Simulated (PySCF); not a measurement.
## A study: H$_{6}$OSeSi$_{2}$, charge +1, doublet, SMILES `O[SiH2][Se+][SiH3]`

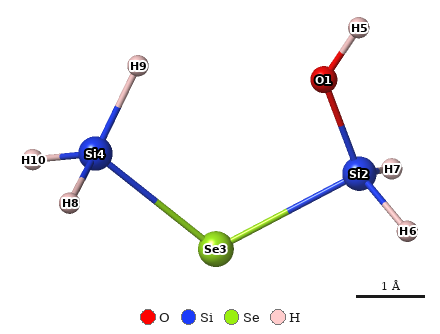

The molecule, with its atoms numbered as below. No frequency check shows the geometry to be a minimum.

Coordinates in Å:

```
O1       1.5522    1.5390   -0.0164
Si2      1.8867   -0.0284    0.0108
Se3     -0.3608   -0.8746   -0.0048
Si4     -1.9386    0.9405    0.0051
H5       2.1642    2.2744   -0.0194
H6       2.4051   -0.5182    1.2774
H7       2.4392   -0.5573   -1.2250
H8      -2.4901    0.7912    1.3478
H9      -1.1328    2.1323   -0.2185
H10     -2.8088    0.5323   -1.0907
```

Part 1: Bonding charge

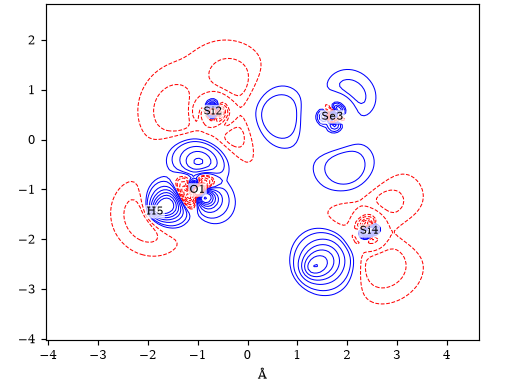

Deformation density (molecule less spherical, spin-averaged free atoms) in the plane of O1, Si2, Se3, Si4 and H5; contours at ±0.05 to ±0.8 e/Å³; solid blue lines: gain, dashed red lines: loss.

Method: BLYP/cc-pVTZ; geometry: GFN2-xTB; program: PySCF. The stability of the open-shell solution wasn't checked. GFN2-xTB doesn't know the spin state, so this open-shell geometry is rough.

Q: Describe the bonding that the map shows.

A: O1–H5: +0.77 e/Å³ at the bond critical point (bond length 0.96 Å, Mayer order 1.0). O1–Si2: +0.11 e/Å³ at the bond critical point (bond length 1.60 Å, Mayer order 1.4); up to 0.6 Å beside the axis the gain reaches +0.40 e/Å³. Si2–Se3: +0.05 e/Å³ at the bond critical point (bond length 2.40 Å, Mayer order 0.8). Se3–Si4: +0.03 e/Å³ at the bond critical point (bond length 2.40 Å, Mayer order 0.9). In all, 2.0 electrons gather in the regions of gain relative to the promolecule of neutral atoms (the regions of loss give up this much and the cation's charge besides). A small or negative value marks a very polar bond, one between electron-rich atoms, whose free-atom densities already overlap strongly, a long bond to a heavier atom, or a closed-shell contact such as a hydrogen bond.

Q: Where do the Hirshfeld charges lie?

A: The highest Hirshfeld charge is on Si2 (+0.48 e), the lowest on O1 (−0.25 e).

Part 2: Bond critical points

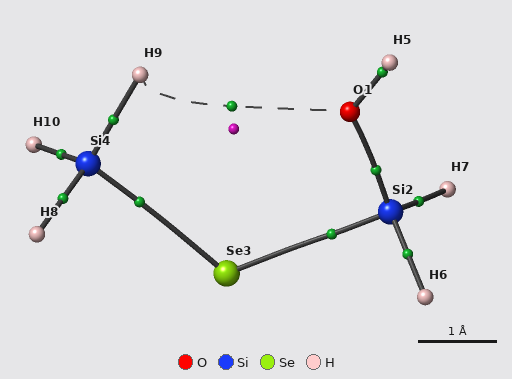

Molecular graph of the electron density (QTAIM): bond paths, bond critical points (green), ring points (magenta, if any); weak paths are dashed.

Q: How many critical points of each kind are there, and does the count close?

A: 10 nuclei, 10 bond, 1 ring and 0 cage critical points: 10 − 10 + 1 − 0 = 1, as the Poincaré–Hopf relation requires.

Q: Tabulate density, Laplacian, ellipticity and energy density at the bond critical points (atomic units).

A:
| bond | length (Å) | ρ (a.u.) | ∇²ρ (a.u.) | ε | H (a.u.) |
| --- | --- | --- | --- | --- | --- |
| O1–H5 | 0.957 | 0.364 | −2.69 | 0.00 | −0.747 |
| O1–Si2 | 1.603 | 0.151 | +1.01 | 0.04 | −0.065 |
| Si2–H7 | 1.453 | 0.131 | +0.19 | 0.06 | −0.089 |
| Si2–H6 | 1.454 | 0.131 | +0.19 | 0.06 | −0.089 |
| Si4–H9 | 1.456 | 0.130 | +0.19 | 0.02 | −0.087 |
| Si4–H10 | 1.458 | 0.129 | +0.19 | 0.02 | −0.085 |
| Si4–H8 | 1.459 | 0.128 | +0.19 | 0.03 | −0.084 |
| Si2–Se3 | 2.402 | 0.075 | −0.06 | 0.14 | −0.046 |
| Se3–Si4 | 2.405 | 0.072 | −0.05 | 0.03 | −0.043 |
| O1–H9 | 2.757 | 0.007 | +0.02 | 0.83 | +0.001 |

Q: What kind of interaction is O1–Si2?

A: Polar or intermediate (positive Laplacian, negative energy density H): ρ = 0.151, ∇²ρ = +1.01, H = −0.065 a.u.

Q: Are there bond paths between atoms that aren't covalently bonded?

A: Yes: O1–H9 (2.76 Å, ρ = 0.007).

Part 3: Electrostatic potential

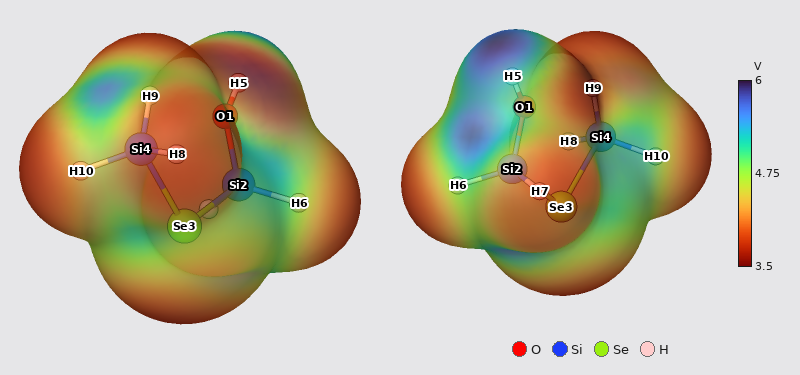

Electrostatic potential on the surface of electron density 0.001 a.u. (back view left, front view right).

Q: Where are the extremes of the potential on the surface?

A: Highest: 5.86 V, 1.1 Å from H5. Lowest: 3.54 V, off the O1–H5 bond (1.8 to 2.0 Å from its atoms). The surface is sampled at points, so like sites can differ by a few per cent and only the strongest of them is named.

Q: What volume does the surface enclose?

A: About 141 Å³.

Part 4: Spin density

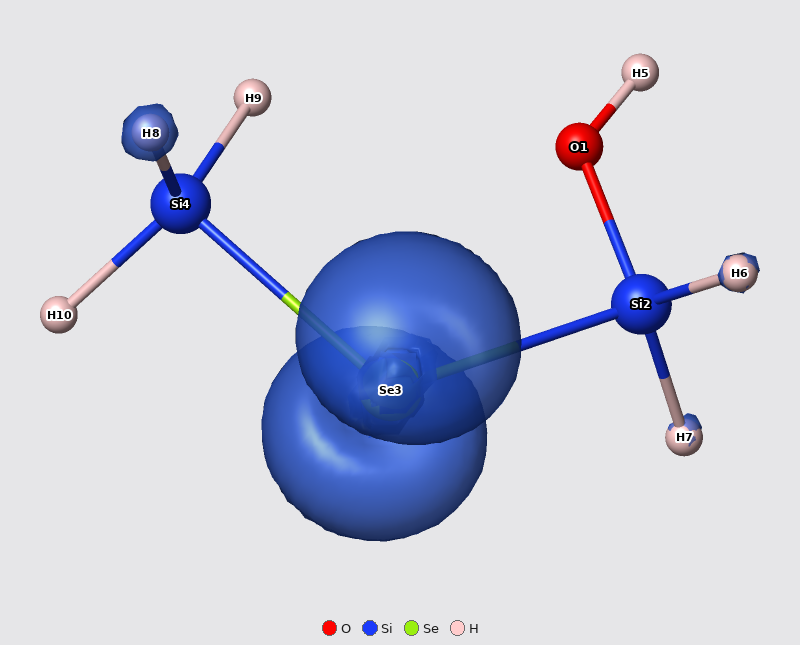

Spin density ρα − ρβ at ±0.05 e/Å³ (blue: excess α, red: excess β).

Q: Give the atomic spin populations that go with this picture.

A: Hirshfeld spin populations: Se3 +0.83 and Si2 +0.04. ⟨S²⟩ = 0.75, as for a pure state.

Part 5: In an electric field

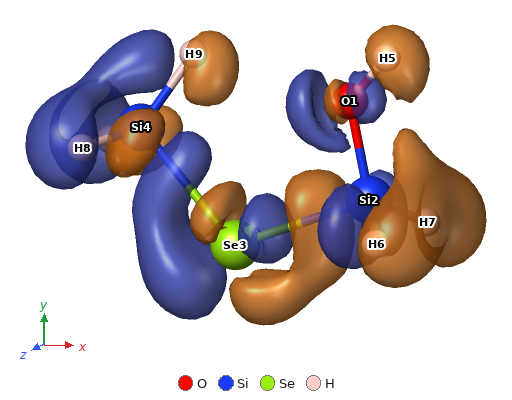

Change of the electron density in a uniform field of 0.51 V/Å, surfaces at ±0.005 e/Å³ (orange: gain, blue: loss).

Computed with PySCF, PBE0/aug-cc-pVDZ, geometry: GFN2-xTB. The stability of the open-shell solution wasn't checked. GFN2-xTB doesn't know the spin state, so this open-shell geometry is rough.

Q: Along which Cartesian direction does the field point?

A: Along −x: electrons gather on the +x side, against the field.

Q: What dipole is induced, and what polarisability does it imply?

A: The induced dipole is 2.65 D (along the field); α along this axis, from the fields in both directions, is 104 bohr³ (15.5 Å³).

Q: Which atoms gain and lose the most charge?

A: Electrons gather most on Si2 (Hirshfeld charge changes by −0.037 e) and leave Si4 most (+0.032 e); 0.191 electrons are displaced in all.

Part 6: Removing or adding an electron

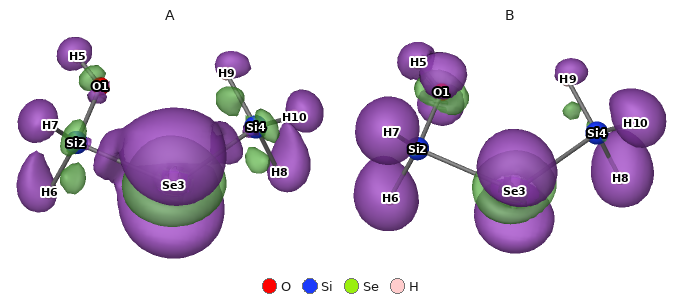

The two Fukui functions at ±0.02 e/Å³ (purple positive, green negative).

Level of theory: r2SCAN/def2-SVPD (PySCF), at a geometry from GFN2-xTB. GFN2-xTB doesn't know the spin state, so this open-shell geometry is rough.

Q: Which panel is f⁻ (electron removed) and which f⁺ (electron added)?

A: A is f⁺, B is f⁻. f⁻ (Hirshfeld-condensed) is largest on Se3 (0.29); the vertical ionisation energy is 15.39 eV (to the singlet dication, which needn't be its lowest state). f⁺ (Hirshfeld-condensed) is largest on Se3 (0.52); the vertical electron affinity is 8.10 eV (to the singlet neutral species, which needn't be its lowest state).

The PySCF runs shown took 96 s, 2.5 min and 4.6 min on 1 thread of Arm Neoverse V1, on a shared host.
